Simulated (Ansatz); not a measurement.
# Geometry relaxation of AlBH3ClOF2 (part 1 of 2)

- system: AlBH3ClOF2
- method: RKS PBE0-D4/6-31G* (Ansatz 0.2.0)

It belongs to a series of runs on one base structure; here: end point B relaxed. Figures and captions count atoms from 1; the log counts them from 0 in places.

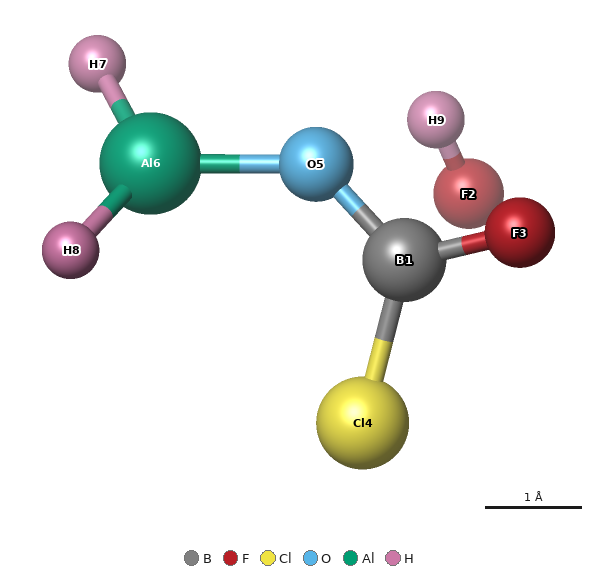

*The starting structure (ball-and-stick view, seen at a tilt; atoms are numbered from 1 in the order of the input). Sticks mark near contacts.*

Bond lengths as drawn: Al–H 1.58 to 1.59 Å, Al–O 1.73 Å, B–Cl 1.77 Å, B–F 1.32 Å, B–O 1.37 Å and F–H 0.93 Å.

## The input
```yaml
crystal:
  periodic: [false, false, false]
  atoms:
    - { symbol: B, position_ang: [-0.157916, -0.280711, -0.446137] }
    - { symbol: F, position_ang: [-0.034542, -0.314881, 2.070731] }
    - { symbol: F, position_ang: [0.876698, 0.534394, -0.499277] }
    - { symbol: Cl, position_ang: [-1.773064, 0.384949, -0.734519] }
    - { symbol: O, position_ang: [0.03642, -1.627706, -0.278116] }
    - { symbol: Al, position_ang: [-0.961604, -3.015827, -0.568642] }
    - { symbol: H, position_ang: [-0.827449, -4.153727, 0.527917] }
    - { symbol: H, position_ang: [-1.784187, -3.069258, -1.920998] }
    - { symbol: H, position_ang: [0.497645, -1.027732, 1.794842] }
basis:
  gaussian: { orbitals: "6-31G*" }
hamiltonian:
  xc: pbe0
  dispersion: d4
relax:
  f_tol: 0.03
  max_steps: 50
output:
  orbitals: {}
```

Hardware: 2 threads of Arm Neoverse V2, 24 GiB of memory available, shared host.

Launch command:
```bash
ansatz run input.yaml --threads 2 --pin off --max-ram 3072MiB --backend cpu --events-out ev --progress --plain --runs-dir out
```

## Output
```
The last accepted step is kept in [file] (removed where the run ends without a failure and the disk answers)
Engine: ansatz 0.2.0, aarch64-unknown-linux-gnu
Functional definition: PBE0
  parameter a = 0.25
  parameter kappa = 0.804
  parameter beta = 0.06672455060314922
  exchange = (1 - a)*pbe_x(kappa = kappa, mu = beta*pi^2/3) + a*exact_x
  correlation = pbe_c(beta = beta)
1032 factors; integrals over basis functions are off by at most 4.3e-4 eV
mean field evaluation 1: about -27308.5056 eV, gradient 5.7e1 eV
mean field evaluation 2: about -27299.5438 eV, gradient 9.1e1 eV
mean field evaluation 4: about -27313.8168 eV, gradient 3.8e0 eV
mean field evaluation 8: about -27313.8637 eV, gradient 7.9e-2 eV
mean field -27313.86371441 eV, -1003.7659775030 hartree, gradient 2.7e-5 eV, S^2 0.000000; 0 other end points of the search recorded, 0 dependent functions left out
the calculation of the forces begins
reference -27313.86374605 eV, -1003.7659786656 hartree; 32, 32 occupied and 72, 72 virtual orbitals, 1032 factors
relax step   1: F+E_penalty+E_count = -27314.03542871 eV  Δ(F+E_penalty+E_count) = +0.000e0 eV  max|allowed force component| = 1.184e0 eV/Å  Δτ_max = 0.0000 Å  (25 SCF iters, accepted)
these checks for a lower state are left out or cut short: starts, cluster_reference, orbital_swaps, neighbouring_geometries, increment
1032 factors; integrals over basis functions are off by at most 4.2e-4 eV
mean field evaluation 16: about -27313.7925 eV, gradient 4.4e0 eV
mean field -27313.88650166 eV, -1003.7668149186 hartree, gradient 1.4e-5 eV, S^2 0.000000; 0 other end points of the search recorded, 0 dependent functions left out
[... from here on the field's lines of each further geometry are left out, up to the last ...]
relax step   2: F+E_penalty+E_count = -27314.05890020 eV  Δ(F+E_penalty+E_count) = -2.347e-2 eV  max|allowed force component| = 5.091e-1 eV/Å  Δτ_max = 0.1103 Å  (29 SCF iters, accepted)
relax step   3: F+E_penalty+E_count = -27314.04512361 eV  Δ(F+E_penalty+E_count) = +1.378e-2 eV  max|allowed force component| = 8.866e-1 eV/Å  Δτ_max = 0.1257 Å  (29 SCF iters, rejected (line search))
relax step   4: F+E_penalty+E_count = -27314.06707891 eV  Δ(F+E_penalty+E_count) = -8.179e-3 eV  max|allowed force component| = 3.020e-1 eV/Å  Δτ_max = 0.0629 Å  (29 SCF iters, accepted)
relax step   5: F+E_penalty+E_count = -27314.07314301 eV  Δ(F+E_penalty+E_count) = -6.064e-3 eV  max|allowed force component| = 4.449e-1 eV/Å  Δτ_max = 0.0981 Å  (28 SCF iters, accepted)
relax step   6: F+E_penalty+E_count = -27314.07953160 eV  Δ(F+E_penalty+E_count) = -6.389e-3 eV  max|allowed force component| = 2.701e-1 eV/Å  Δτ_max = 0.0682 Å  (30 SCF iters, accepted)
relax step   7: F+E_penalty+E_count = -27314.08706576 eV  Δ(F+E_penalty+E_count) = -7.534e-3 eV  max|allowed force component| = 6.574e-2 eV/Å  Δτ_max = 0.1182 Å  (29 SCF iters, accepted)
relax step   8: F+E_penalty+E_count = -27314.08800025 eV  Δ(F+E_penalty+E_count) = -9.345e-4 eV  max|allowed force component| = 2.888e-1 eV/Å  Δτ_max = 0.1855 Å  (29 SCF iters, accepted)
relax step   9: F+E_penalty+E_count = -27314.07880637 eV  Δ(F+E_penalty+E_count) = +9.194e-3 eV  max|allowed force component| = 5.808e-1 eV/Å  Δτ_max = 0.0918 Å  (28 SCF iters, rejected (line search))
relax step  10: F+E_penalty+E_count = -27314.09272870 eV  Δ(F+E_penalty+E_count) = -4.728e-3 eV  max|allowed force component| = 1.055e-1 eV/Å  Δτ_max = 0.0448 Å  (29 SCF iters, accepted)
relax step  11: F+E_penalty+E_count = -27314.09408403 eV  Δ(F+E_penalty+E_count) = -1.355e-3 eV  max|allowed force component| = 6.702e-2 eV/Å  Δτ_max = 0.0471 Å  (29 SCF iters, accepted)
relax step  12: F+E_penalty+E_count = -27314.09567054 eV  Δ(F+E_penalty+E_count) = -1.587e-3 eV  max|allowed force component| = 6.701e-2 eV/Å  Δτ_max = 0.1007 Å  (28 SCF iters, accepted)
relax step  13: F+E_penalty+E_count = -27314.09731905 eV  Δ(F+E_penalty+E_count) = -1.649e-3 eV  max|allowed force component| = 2.046e-1 eV/Å  Δτ_max = 0.1163 Å  (29 SCF iters, accepted)
relax step  14: F+E_penalty+E_count = -27314.10145863 eV  Δ(F+E_penalty+E_count) = -4.140e-3 eV  max|allowed force component| = 1.845e-1 eV/Å  Δτ_max = 0.0694 Å  (29 SCF iters, accepted)
relax step  15: F+E_penalty+E_count = -27314.12533135 eV  Δ(F+E_penalty+E_count) = -2.387e-2 eV  max|allowed force component| = 3.385e-1 eV/Å  Δτ_max = 0.1950 Å  (28 SCF iters, accepted)
relax step  16: F+E_penalty+E_count = -27314.16448652 eV  Δ(F+E_penalty+E_count) = -3.916e-2 eV  max|allowed force component| = 4.239e-1 eV/Å  Δτ_max = 0.1945 Å  (29 SCF iters, accepted)
relax step  17: F+E_penalty+E_count = -27314.19748995 eV  Δ(F+E_penalty+E_count) = -3.300e-2 eV  max|allowed force component| = 1.013e0 eV/Å  Δτ_max = 0.1942 Å  (28 SCF iters, accepted)
relax step  18: F+E_penalty+E_count = -27314.20095267 eV  Δ(F+E_penalty+E_count) = -3.463e-3 eV  max|allowed force component| = 6.869e-1 eV/Å  Δτ_max = 0.1168 Å  (28 SCF iters, accepted)
relax step  19: F+E_penalty+E_count = -27314.22626259 eV  Δ(F+E_penalty+E_count) = -2.531e-2 eV  max|allowed force component| = 4.229e-1 eV/Å  Δτ_max = 0.0801 Å  (28 SCF iters, accepted)
relax step  20: F+E_penalty+E_count = -27314.23783138 eV  Δ(F+E_penalty+E_count) = -1.157e-2 eV  max|allowed force component| = 3.537e-1 eV/Å  Δτ_max = 0.0457 Å  (30 SCF iters, accepted)
relax step  21: F+E_penalty+E_count = -27314.24112134 eV  Δ(F+E_penalty+E_count) = -3.290e-3 eV  max|allowed force component| = 1.707e-1 eV/Å  Δτ_max = 0.0403 Å  (29 SCF iters, accepted)
relax step  22: F+E_penalty+E_count = -27314.24358338 eV  Δ(F+E_penalty+E_count) = -2.462e-3 eV  max|allowed force component| = 7.375e-2 eV/Å  Δτ_max = 0.0220 Å  (30 SCF iters, accepted)
the calculation of the forces begins
reference -27314.06457306 eV, -1003.7733589220 hartree; 32, 32 occupied and 72, 72 virtual orbitals, 1032 factors
relax step  23: F+E_penalty+E_count = -27314.24405898 eV  Δ(F+E_penalty+E_count) = -4.756e-4 eV  max|allowed force component| = 2.964e-2 eV/Å  Δτ_max = 0.0125 Å  (24 SCF iters, accepted)
```

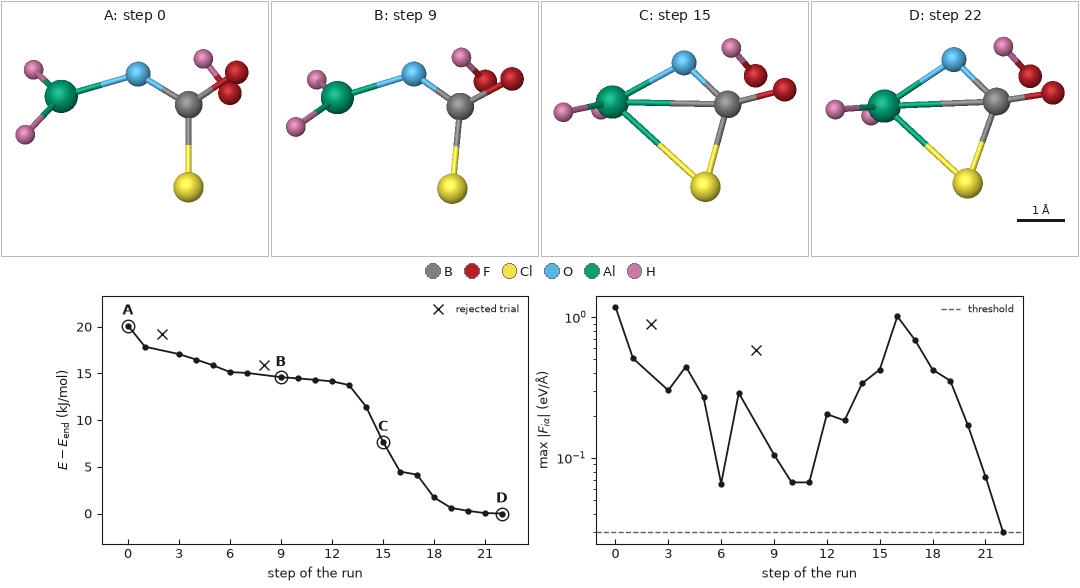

*Frames of the relaxation (ball-and-stick view, seen at a tilt) above the curves, on which the letters mark them (the first geometry is step 0 here and step 1 in the log).*

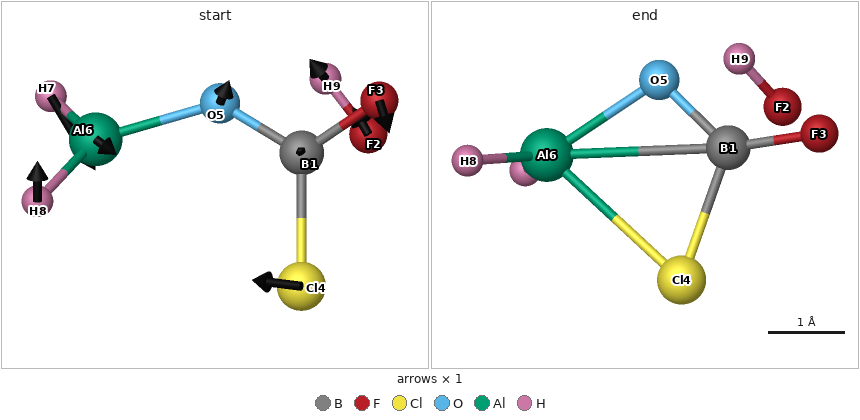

*Before (left) and after (right) the relaxation, at one scale (ball-and-stick view, seen at a tilt). The black arrows give the displacements, at true length.*

H7 moves most after the best rigid fit: 1.14 Å. Largest moves by element: H 1.14 Å, Cl 0.75 Å, F 0.46 Å, O 0.36 Å, Al 0.36 Å, B 0.09 Å. Distances before and after: Cl4–Al6 3.500 → 2.503 Å, B1–Al6 2.853 → 2.499 Å, O5–Al6 1.734 → 1.819 Å, B1–Cl4 1.771 → 1.850 Å. New bonds form: Cl4–Al6 (3.50 → 2.50 Å). Among the angles that change: B1–O5–Al6 133.2° → 104.3°, F3–B1–O5 120.1° → 129.4°, Cl4–B1–O5 121.2° → 113.3°. Over 22 geometry steps the energy falls by 20.1 kJ/mol. Largest force component: 1.2 eV/Å at the start, 0.03 eV/Å at the end. The line search rejected the trial steps at points 2, 8 (counted from 0) and went back. (Atoms are counted from 1 in the order of the input.)

```
1032 factors; integrals over basis functions are off by at most 4.8e-4 eV
mean field -27314.06454201 eV, -1003.7733577811 hartree, gradient 1.9e-5 eV, S^2 0.000000; 1 other end points of the search recorded, 0 dependent functions left out
the calculation of the forces begins
reference -27314.06457306 eV, -1003.7733589220 hartree; 32, 32 occupied and 72, 72 virtual orbitals, 1032 factors
Total energy: -27314.24409003 eV, -1003.7799560488 hartree
Atom 0 at    -0.107126    -0.358338    -0.411763 Å, force     0.005134     0.001047     0.005991 eV/Å
Atom 1 at     0.259759    -0.677791     2.095756 Å, force     0.020234    -0.029639    -0.025077 eV/Å
Atom 2 at     0.525267     0.785591    -0.436312 Å, force    -0.004706     0.020298    -0.002182 eV/Å
Atom 3 at    -1.946615    -0.308608    -0.604263 Å, force     0.007952    -0.000238    -0.000561 eV/Å
Atom 4 at     0.380367    -1.585452    -0.369543 Å, force     0.003054    -0.017775    -0.007105 eV/Å
Atom 5 at    -1.075932    -2.655426    -0.577126 Å, force    -0.004784     0.009259    -0.008712 eV/Å
Atom 6 at    -1.592054    -3.320998     0.759212 Å, force     0.002855    -0.003641     0.013383 eV/Å
Atom 7 at    -1.299899    -3.172388    -2.053882 Å, force    -0.002779    -0.006147    -0.004736 eV/Å
Atom 8 at     0.728234    -1.277089     1.543722 Å, force    -0.026960     0.026836     0.028999 eV/Å
Dipole moment:    -0.001126    -0.194491    -0.191301 e Å
```

## Trajectory as extended XYZ (Å, eV, eV/Å), 23 frames, from step=1 to step=23
```
9
Properties=species:S:1:pos:R:3:forces:R:3 step=1 energy=-27314.03543
B    -0.1579   -0.2807   -0.4461    0.2600  -1.1697   0.1086
F    -0.0345   -0.3149    2.0707   -0.1154   0.1340   0.0850
F     0.8767    0.5344   -0.4993   -0.0227   0.0433   0.0068
Cl   -1.7731    0.3849   -0.7345   -0.0387   0.0062  -0.0051
O     0.0364   -1.6277   -0.2781   -0.1432   1.1835  -0.0382
Al   -0.9616   -3.0158   -0.5686   -0.0170  -0.0454  -0.0427
H    -0.8274   -4.1537    0.5279   -0.0261   0.0462  -0.0298
H    -1.7842   -3.0693   -1.9210   -0.0002  -0.0293   0.0485
H     0.4976   -1.0277    1.7948    0.1034  -0.1689  -0.1330
9
Properties=species:S:1:pos:R:3:forces:R:3 step=2 energy=-27314.05890
B    -0.1525   -0.2755   -0.4509    0.1208  -0.4552   0.1619
F    -0.0414   -0.3739    2.0797    0.1796  -0.2268  -0.0532
F     0.8752    0.5507   -0.4761   -0.0268   0.0339  -0.0514
Cl   -1.7698    0.3800   -0.7558   -0.0240   0.0115  -0.0528
O     0.0406   -1.6021   -0.2542    0.0192   0.5091  -0.0824
Al   -0.9466   -2.9983   -0.5502   -0.1189  -0.0955  -0.0040
H    -0.8314   -4.1245    0.5560    0.0131   0.0277  -0.0032
H    -1.7778   -3.0688   -1.8937    0.0238  -0.0014   0.0057
H     0.4757   -1.0581    1.6911   -0.1867   0.1967   0.0796
9
Properties=species:S:1:pos:R:3:forces:R:3 step=3 energy=-27314.04512 accepted=F
B    -0.1580   -0.2561   -0.4279    0.0989   0.2427  -0.5356
F    -0.0012   -0.4507    2.1390    0.5356  -0.8866  -0.6851
F     0.8631    0.5780   -0.4969   -0.1002   0.0266   0.1660
Cl   -1.7709    0.3656   -0.8373    0.0062   0.0126   0.1336
O     0.0458   -1.5668   -0.2372    0.1039  -0.1168   0.2617
Al   -0.9405   -2.9690   -0.5231   -0.1616  -0.1648  -0.0376
H    -0.8223   -4.0825    0.5918    0.0194   0.0220   0.0245
H    -1.7653   -3.0576   -1.8673    0.0265   0.0122  -0.0085
H     0.4213   -1.1314    1.6047   -0.5288   0.8521   0.6810
9
Properties=species:S:1:pos:R:3:forces:R:3 step=4 energy=-27314.06708
B    -0.1563   -0.2734   -0.4549    0.0903  -0.2043   0.0390
F     0.0001   -0.3892    2.1242    0.1003  -0.1999  -0.0941
F     0.8648    0.5609   -0.4676   -0.0299   0.0198  -0.0315
Cl   -1.7721    0.3725   -0.7942   -0.0144   0.0029  -0.0189
O     0.0384   -1.5933   -0.2521    0.0191   0.3020   0.0263
Al   -0.9517   -2.9925   -0.5441   -0.0798  -0.0875  -0.0163
H    -0.8304   -4.1133    0.5648    0.0032   0.0244   0.0099
H    -1.7719   -3.0690   -1.8928    0.0135   0.0022   0.0020
H     0.4512   -1.0732    1.6623   -0.1023   0.1403   0.0836
9
Properties=species:S:1:pos:R:3:forces:R:3 step=5 energy=-27314.07314
B    -0.1591   -0.2574   -0.4706   -0.0275   0.0464  -0.0486
F     0.0099   -0.4766    2.1678    0.2835  -0.4449  -0.3468
F     0.8527    0.5865   -0.4758    0.0055   0.0404  -0.0041
Cl   -1.7745    0.3724   -0.8506    0.0164  -0.0071   0.0038
O     0.0374   -1.5661   -0.2413    0.0527  -0.0095   0.0432
Al   -0.9515   -2.9745   -0.5215   -0.0539  -0.0487  -0.0061
H    -0.8294   -4.0784    0.6023    0.0017   0.0202   0.0137
H    -1.7578   -3.0647   -1.8765    0.0092  -0.0001  -0.0014
H     0.4441   -1.1118    1.6119   -0.2877   0.4032   0.3463
9
Properties=species:S:1:pos:R:3:forces:R:3 step=6 energy=-27314.07953
B    -0.1608   -0.2448   -0.4844    0.0471   0.0720  -0.0764
F     0.0133   -0.5384    2.1962    0.1746  -0.2701  -0.2415
F     0.8499    0.6038   -0.4911   -0.0793  -0.0323   0.0172
Cl   -1.7760    0.3768   -0.8761    0.0249  -0.0060   0.0147
O     0.0383   -1.5512   -0.2422    0.0470   0.0244   0.0360
Al   -0.9507   -2.9641   -0.5093   -0.0431  -0.0436  -0.0013
H    -0.8287   -4.0542    0.6279   -0.0021   0.0211   0.0082
H    -1.7486   -3.0675   -1.8683    0.0067  -0.0012   0.0021
H     0.4353   -1.1311    1.5931   -0.1757   0.2358   0.2412
9
Properties=species:S:1:pos:R:3:forces:R:3 step=7 energy=-27314.08707
B    -0.1679   -0.2287   -0.5035   -0.0163  -0.0657  -0.0280
F     0.0524   -0.6285    2.2320   -0.0011  -0.0226  -0.0041
F     0.8197    0.6417   -0.4928   -0.0011   0.0557   0.0069
Cl   -1.7981    0.3475   -0.9000   -0.0224   0.0486  -0.0068
O     0.0510   -1.5299   -0.2575    0.0426  -0.0456   0.0093
Al   -0.9578   -2.9395   -0.5043    0.0067   0.0213   0.0272
H    -0.8964   -3.9760    0.6851   -0.0074   0.0029   0.0088
H    -1.6948   -3.0966   -1.8919    0.0060   0.0069  -0.0008
H     0.4640   -1.1605    1.5787   -0.0071  -0.0016  -0.0125
```
